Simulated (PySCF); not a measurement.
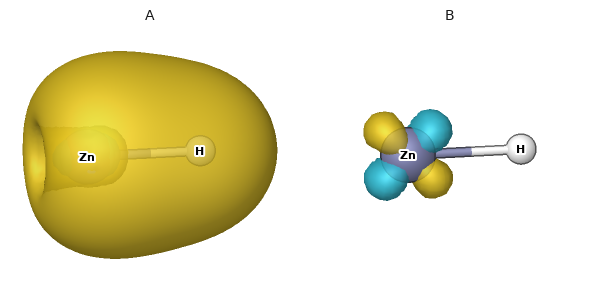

The picture shows: ZnH (charge −1). Two frontier orbitals, each drawn at the value that holds 80 % of its norm (yellow and cyan are the two phases), in no order; of a degenerate pair one member is drawn.

These are results of PySCF, PBE0/aug-pcseg-1, non-relativistic, at a bond length of 1.785 Å, not measurements.

Question: Name the orbitals and rank them from lowest to highest energy.

Answer: Orbital B: π, occupied, −7.88 eV; almost wholly on Zn.
Orbital A: σ, occupied, −3.10 eV; shared between the atoms (Zn 60 %, H 40 %).
